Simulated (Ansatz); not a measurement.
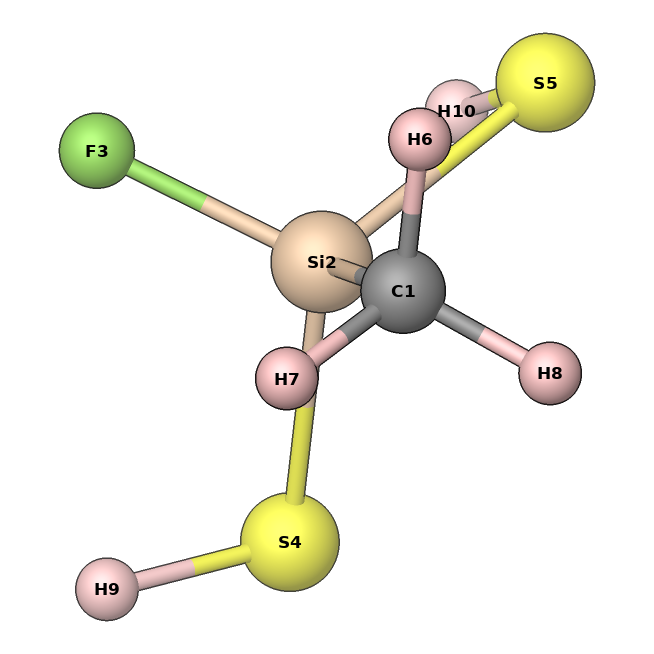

Si2 lies behind C1. The molecule seen a little off the C1–Si2 bond, C1 in front. Depth is shown by fading: the farther an atom, the more it takes the colour of the background. Computed geometry: PBE-D4/def2-SVP optimisation. No frequency run is at hand to confirm it as a minimum.

Q: What is the torsion angle H6–C1–Si2–S4? The sign is positive where the front bond must turn clockwise to cover the back bond.

A: 178°, antiperiplanar (anti). The bonds about C1–Si2 are staggered.
